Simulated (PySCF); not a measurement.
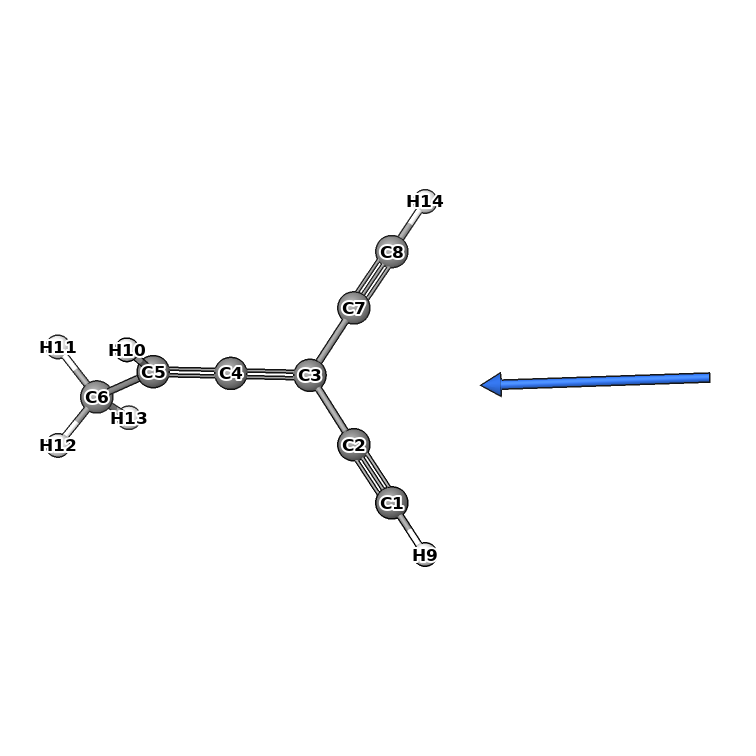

The arrow beside the molecule shows the direction of the dipole moment, from the negative to the positive end (its length means nothing). The geometry was computed by an optimisation with PBE0-D3(BJ)/def2-SVP. No frequency run is at hand to confirm it as a minimum. Method: CAM-B3LYP/def2-SVPD, gas phase (PySCF 2.14.0).

Estimate the dipole moment.

Answer. 1.64 D; it points from the side of H9, H14 to the side of H11, H12 (the outermost atoms at the two ends).
